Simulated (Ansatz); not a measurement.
**AlH2O (SMILES [O][AlH2]) at 6 levels**

Wanted: a comparison of 6 runs (UHF/STO-3G, U-r2SCAN0/STO-3G, U-revPBE/STO-3G, UBHLYP/STO-3G, UHSE06/STO-3G, UCCSDTQ/STO-3G) of AlH2O. 

Program for the calculation: Ansatz 0.2.0.

51 further runs of the same task are left out: 1 that didn't finish, 50 set aside as unsound or not needed.

## (1) The molecule

AlH2O has 4 atoms, charge 0, and is taken as a doublet. SMILES: `[O][AlH2]`. The H3–Al2 distance was set to 3.946 Å, away from the relaxed value. At this shape a bond of the SMILES string is far longer than usual.

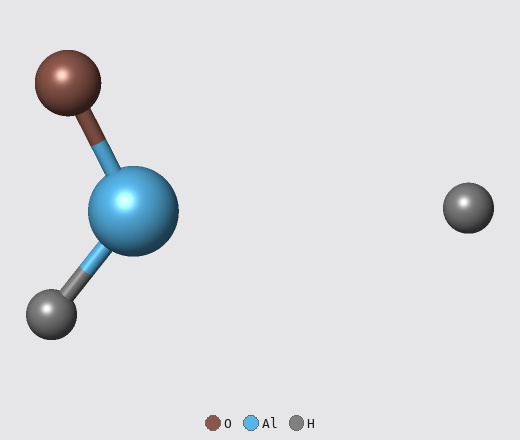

Viewed from a chosen angle; oxygen brown, aluminium blue, hydrogen grey.

## (2) The energy at UHF/STO-3G (run 1)

molecule.yaml reads:

```yaml
crystal:
  periodic: [false, false, false]
  atoms:
    - symbol: O
      position_ang: [1.803976, -0.270241, 2.894822]
    - symbol: Al
      position_ang: [1.752676, 0.615959, 1.413022]
    - symbol: H
      position_ang: [-1.149600, -0.360800, -1.076000]
    - symbol: H
      position_ang: [2.872476, 1.712859, 1.228122]
basis:
  gaussian: {orbitals: STO-3G}
magnetization: {spin_polarized: true, initial_magnetization: 1}
hamiltonian: {xc: hf}
accuracy: high
```

Started as:

```
$ ansatz run molecule.yaml --threads 1 --pin off --max-ram 2610MiB --events-out events.jsonl --progress --plain --runs-dir runs
```

What it wrote:

```text
Warning: RAYON_NUM_THREADS=1 ignored (pool sized by the plan → 1); use --threads N
Functional definition: HF
  name "HF"
  exchange = exact_x
  correlation = 0
259 factors; integrals over basis functions are off by at most 2.5e-8 eV
mean field evaluation 1: about -8527.8894 eV, gradient 2.8e1 eV
mean field evaluation 2: about -8527.8968 eV, gradient 2.8e1 eV
mean field evaluation 4: about -8537.0075 eV, gradient 7.2e0 eV
mean field evaluation 8: about -8537.6845 eV, gradient 1.1e0 eV
mean field evaluation 16: about -8540.0024 eV, gradient 1.9e-3 eV
mean field evaluation 32: about -8539.7667 eV, gradient 1.6e-1 eV
mean field evaluation 64: about -8539.7801 eV, gradient 6.0e-1 eV
mean field evaluation 96: about -8539.9937 eV, gradient 2.8e-1 eV
mean field evaluation 128: about -8539.4437 eV, gradient 4.2e0 eV
mean field evaluation 160: about -8535.0566 eV, gradient 3.6e0 eV
mean field evaluation 192: about -8536.2412 eV, gradient 7.4e0 eV
mean field evaluation 224: about -8537.6774 eV, gradient 9.8e-2 eV
mean field evaluation 256: about -8537.6931 eV, gradient 2.2e-6 eV
mean field -8540.00042811 eV, -313.8392271127 hartree, gradient 2.8e-8 eV, S^2 1.682853; 7 other end points of the search recorded, 0 dependent functions left out
reference -8540.00042811 eV, -313.8392271127 hartree; 12, 11 occupied and 4, 5 virtual orbitals, 259 factors
Total energy: -8540.00042811 eV, -313.8392271127 hartree
```

Run time: 0.28 s. Hardware: 1 thread of Arm Neoverse V1, shared host.

## (3) A single-point energy at U-r2SCAN0/STO-3G (run 2)

run.yaml reads:

```yaml
crystal:
  periodic: [false, false, false]
  atoms:
    - {symbol: O, position_ang: [1.803976, -0.270241, 2.894822]}
    - {symbol: Al, position_ang: [1.752676, 0.615959, 1.413022]}
    - {symbol: H, position_ang: [-1.149600, -0.360800, -1.076000]}
    - {symbol: H, position_ang: [2.872476, 1.712859, 1.228122]}
basis:
  gaussian: {orbitals: STO-3G}
magnetization: {spin_polarized: true, initial_magnetization: 1}
hamiltonian: {xc: {name: r2SCAN0}}
accuracy: high
```

Started as:

```
$ ansatz run run.yaml --threads 1 --pin off --max-ram 2610MiB --events-out events.jsonl --progress --plain --runs-dir runs
```

What it wrote:

```text
Warning: RAYON_NUM_THREADS=1 ignored (pool sized by the plan → 1); use --threads N
Functional definition: r2SCAN0
  name "r2SCAN0"
  parameter a = 0.25
  parameter k0 = 0.174
  parameter k1 = 0.065
  parameter a1 = 4.9479
  exchange = (1 - a)*r2scan_x(k0 = k0, k1 = k1, a1 = a1) + a*exact_x
  correlation = r2scan_c
259 factors; integrals over basis functions are off by at most 2.5e-8 eV
mean field evaluation 1: about -8548.9903 eV, gradient 3.1e1 eV
mean field evaluation 2: about -8401.5421 eV, gradient 1.1e2 eV
mean field evaluation 4: about -8559.8195 eV, gradient 2.7e0 eV
mean field evaluation 8: about -8559.8311 eV, gradient 2.7e0 eV
mean field evaluation 16: about -8560.4063 eV, gradient 2.3e-4 eV
mean field evaluation 32: about -8559.8759 eV, gradient 2.0e-2 eV
mean field evaluation 64: about -8559.8759 eV, gradient 5.8e-4 eV
mean field -8560.40631348 eV, -314.5891295687 hartree, gradient 2.1e-8 eV, S^2 1.487324; 6 other end points of the search recorded, 0 dependent functions left out
reference -8560.40631426 eV, -314.5891295973 hartree; 12, 11 occupied and 4, 5 virtual orbitals, 259 factors
Total energy: -8560.40631426 eV, -314.5891295973 hartree
```

It took 12 s on 1 thread of Arm Neoverse V1, shared host; peak memory 0.2 GiB.

Runs 3 to 5 aren't shown in full; the table further down has their settings and results.

## (4) A single-point energy at UCCSDTQ/STO-3G (run 6)

input.yaml reads:

```yaml
crystal:
  periodic: [false, false, false]
  atoms:
    - symbol: O
      position_ang: [1.803976, -0.270241, 2.894822]
    - symbol: Al
      position_ang: [1.752676, 0.615959, 1.413022]
    - symbol: H
      position_ang: [-1.149600, -0.360800, -1.076000]
    - symbol: H
      position_ang: [2.872476, 1.712859, 1.228122]
basis:
  gaussian:
    orbitals: STO-3G
magnetization:
  spin_polarized: true
  initial_magnetization: 1
scf:
  omitted_lower_state_checks: [cluster_reference, increment]
accuracy: high
correlation:
  method: ccsdtq
  frozen_orbitals: {Al: 5, H: 0, O: 1}
```

Started as:

```
$ ansatz run input.yaml --threads 1 --pin off --max-ram 2610MiB --events-out events.jsonl --progress --plain --runs-dir runs
```

What it wrote:

```text
Warning: RAYON_NUM_THREADS=1 ignored (pool sized by the plan → 1); use --threads N
[... 18 lines left out ...]
6 core orbitals not correlated: weight in the atoms' cores, before any rotation towards them, 1.000 or more for the frozen orbitals, at most 0.000 for the correlated occupied ones
[... 75 lines left out ...]
Total energy: -8542.25911841 eV, -313.9222324503 hartree
Checks for a lower state left out: cluster_reference, increment
```

Wall time 22 s (1 thread of Arm Neoverse V1, shared host); peak memory 0.17 GiB.

## (5) The series

| run | level | frozen core orbitals | energy (Eh) | ⟨S²⟩ | wall time |
| --- | --- | --- | --- | --- | --- |
| 1 | UHF/STO-3G | – | -313.839227 | 1.683 | 0.28 s |
| 2 | U-r2SCAN0/STO-3G | – | -314.589130 | 1.487 | 12 s |
| 3 | U-revPBE/STO-3G | – | -314.589087 | 1.004 | 2.8 s |
| 4 | UBHLYP/STO-3G | – | -314.615643 | 1.544 | 5.4 s |
| 5 | UHSE06/STO-3G | – | -314.452567 | 1.362 | 9.3 s |
| 6 | UCCSDTQ/STO-3G | 6 | -313.922232 | 1.683 | 22 s |

## (6) Outcome

```
                                          quantity          value
                               run 6: total energy  -313.92223 Eh
run 6: correlation energy (6 core orbitals frozen)      -83.0 mEh
          run 6: ⟨S²⟩ of the reference determinant          1.683
                              run 6: T1 diagnostic          0.134
```

In words: Totals of different functionals can't be ranked against each other. In runs 1, 2, 3, 4, 5, 6 the basis is minimal, so the values are rough. Spin contamination of the reference: run 1 ⟨S²⟩ = 1.68, run 6 ⟨S²⟩ = 1.68, run 4 ⟨S²⟩ = 1.54, run 2 ⟨S²⟩ = 1.49, run 5 ⟨S²⟩ = 1.36, run 3 ⟨S²⟩ = 1.00. Where it is this large, the reference is a mixture of spin states, and values that rest on it are in doubt. All runs together took 52 s, the longest 22 s.
